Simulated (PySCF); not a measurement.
**C6H11O: EPR calculation**

System: C6H11O, multiplicity 2.
Method: UKS B3LYP, pcH-1 on C H O, non-relativistic, mean-field spin-orbit, GIAO (PySCF 2.14.0).

It belongs to a series of runs on one base structure; here: H removed from sp3 C.

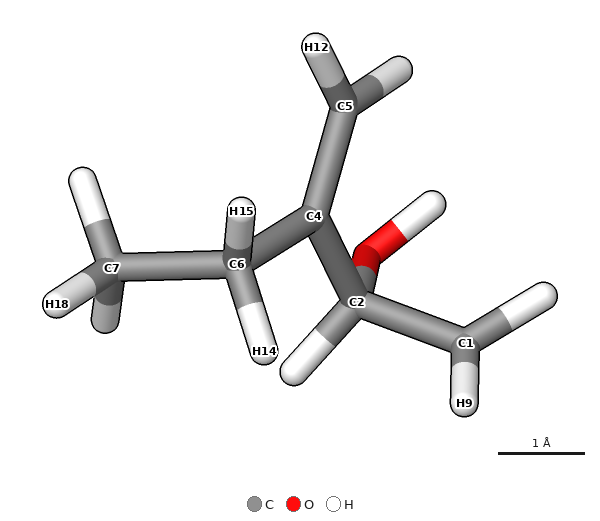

**Figure 1.** The structure (stick view, seen at a tilt; atoms are numbered from 1 in the order of the input).

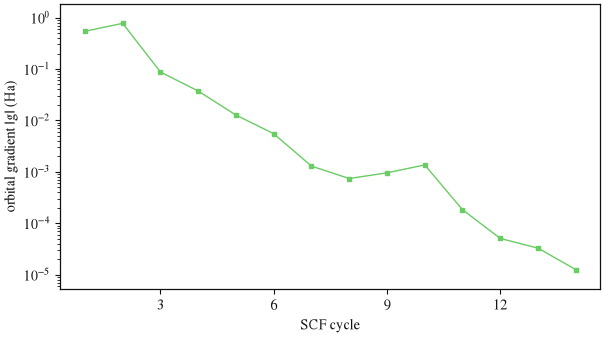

**Figure 2.** Convergence of the self-consistent field: orbital gradient |g| against the SCF cycle. All cycles printed in the log are drawn one after another.

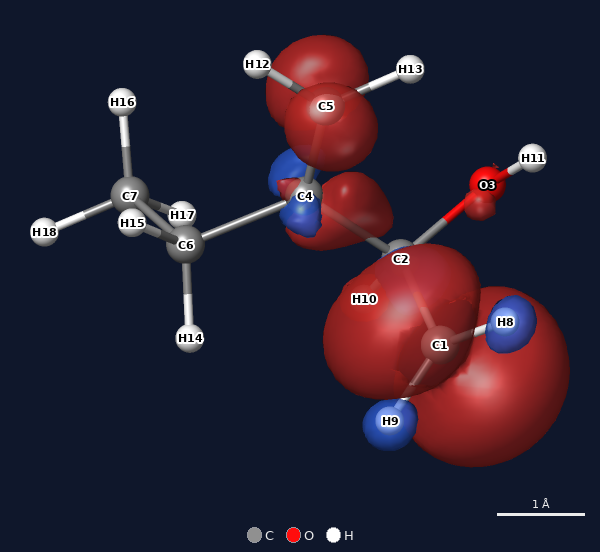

**Figure 3.** Isosurfaces of the spin density at +0.02 (red) and −0.02 e/Å³ (blue), seen at a tilt. The unpaired spin (1 electron) lies mostly on C1 (about 0.7) and C5 (about 0.1), in electrons by Hirshfeld's partition.

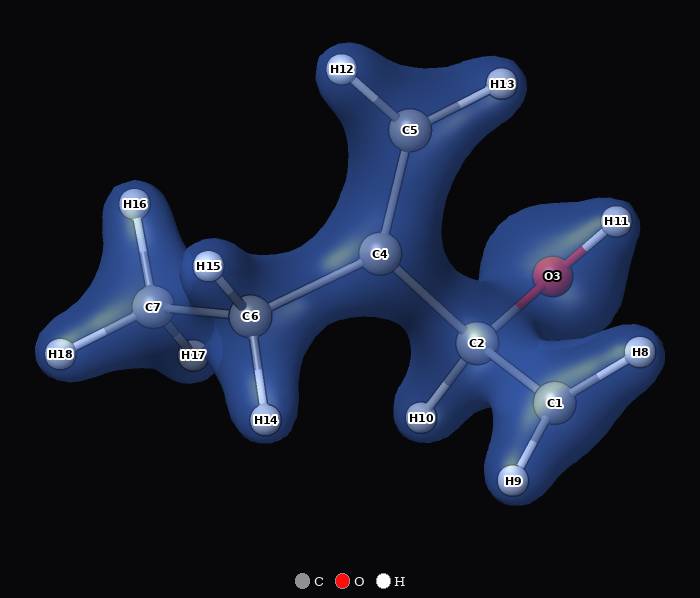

**Figure 4.** Isosurface of the total electron density at 1 e/Å³ (blue), seen face on. At this value the surface is in one piece. On the grid the lowest density along these lines, outside the cores, is 2.3 e/Å³ (C–C, 1.33 Å), 1.8 e/Å³ (C–O, 1.40 Å), 2.5 e/Å³ (O–H, 0.96 Å) and 1.8 e/Å³ (C–C, 1.48 Å).

The input and output of the run follow.

## The input
```
{"job": {"kind": "epr", "basis": "pcH-1"}, "charge": 0, "multiplicity": 2}
C     -1.825589     1.189783    -0.520259
C     -1.046021    -0.031002    -0.799872
O     -1.815443    -1.186176    -1.002107
C     -0.114536    -0.112786     0.417521
C     -0.470237    -0.730909     1.535803
C      1.214358     0.568257     0.260384
C      2.214114    -0.359226    -0.432991
H     -2.715685     1.122705     0.077018
H     -1.384226     2.155148    -0.666394
H     -0.437596     0.075402    -1.704331
H     -2.489117    -1.232434    -0.314941
H      0.186591    -0.761165     2.388853
H     -1.409412    -1.245731     1.648483
H      1.097490     1.478460    -0.330764
H      1.602293     0.846421     1.242202
H      2.369244    -1.255324     0.162940
H      1.845771    -0.659464    -1.410952
H      3.169242     0.144357    -0.562248
```

The first line tells a small driver script what to run in PySCF; the rest is the geometry in Å.

Command:
```bash
OMP_NUM_THREADS=1 python <driver script> task.json out
```

## What the program printed
```
UKS, coarse grid
  cycle   1  E = -310.29735562  |g| = 5.42e-01
  cycle   2  E = -310.19384131  |g| = 7.74e-01
  cycle   3  E = -310.41434776  |g| = 8.76e-02
  cycle   4  E = -310.41715117  |g| = 3.73e-02
  cycle   5  E = -310.41778621  |g| = 1.27e-02
  cycle   6  E = -310.41785727  |g| = 5.52e-03
  cycle   7  E = -310.41787395  |g| = 1.29e-03
  cycle   8  E = -310.41787561  |g| = 7.40e-04
UKS, final grid
  cycle   1  E = -310.41789631  |g| = 9.55e-04
  cycle   2  E = -310.41789585  |g| = 1.36e-03
  cycle   3  E = -310.41789678  |g| = 1.83e-04
  cycle   4  E = -310.41789680  |g| = 5.05e-05
  cycle   5  E = -310.41789681  |g| = 3.27e-05
  cycle   6  E = -310.41789681  |g| = 1.25e-05
E = -310.41789681 Eh   <S^2> = 0.7557 (exact 0.7500)
g shifts (ppm)      1          2          3
  rmc          -145       -145       -145
  gc             10         20         35
  oz_so         -14        456        524
  total        -148        331        414
hyperfine (MHz)  atom isotope    a_iso     a_fc   dipolar eigenvalues
    0   13C      96.52      96.52    -80.05    -79.24    159.30
    1   13C     -27.14     -27.14     -2.97     -0.13      3.11
    2   17O       0.14       0.14     -3.99      1.92      2.07
    3   13C      57.77      57.77    -12.49     -1.44     13.93
    4   13C       8.37       8.37     -9.97     -8.75     18.72
    5   13C      -0.40      -0.40     -0.66     -0.04      0.70
    6   13C      -3.29      -3.29     -0.37      0.09      0.28
    7    1H     -54.82     -54.82    -38.05     -0.74     38.79
    8    1H     -60.49     -60.49    -38.37     -0.55     38.92
    9    1H      41.95      41.95     -5.33     -4.57      9.90
   10    1H      -0.86      -0.86     -3.62     -3.02      6.64
   11    1H      -2.69      -2.69     -5.32     -1.11      6.43
   12    1H      -5.58      -5.58     -3.76     -0.07      3.83
   13    1H      -2.49      -2.49     -2.62     -2.36      4.98
   14    1H       0.49       0.49     -1.51     -0.85      2.36
   15    1H       0.58       0.58     -0.85     -0.47      1.32
   16    1H       0.10       0.10     -1.15     -0.77      1.92
   17    1H      -0.53      -0.53     -0.62     -0.44      1.06
```

## Key numbers

```json
{"quantity": "outcome", "value": "converged"}
{"quantity": "total energy", "value": "−310.417897 hartree"}
{"quantity": "⟨S²⟩", "value": "0.756"}
{"quantity": "isotropic g", "value": "2.0025"}
{"quantity": "hardware", "value": "1 CPU thread, shared host"}
{"quantity": "wall time", "value": "81 s"}
{"quantity": "peak memory", "value": "0.98 GiB"}
```
